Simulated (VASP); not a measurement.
Band structure of HfC (rock salt). These are revTPSS meta-GGA, VASP's PBE PAW potentials (set 64) (plane waves; VASP 6.6.1) values and carry that method's errors.

Unless said otherwise, spin-orbit coupling is left out, though it shifts the bands of the heavy elements here.

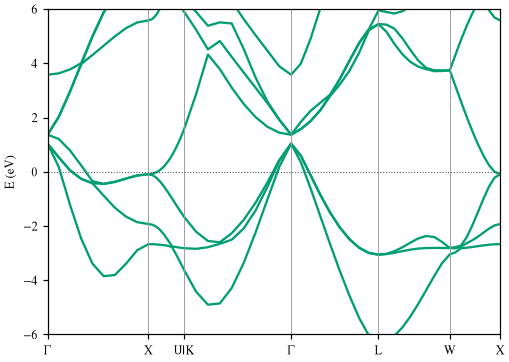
*Bands along high-symmetry lines, zero at the valence-band maximum or, without a gap, the Fermi level*

**Question.** Read the plot: is there a gap, and where are the band edges?

**Answer.** It has no gap at this level: it comes out as a metal or semimetal.

The compound is HfC in the rock salt structure. It was relaxed first.
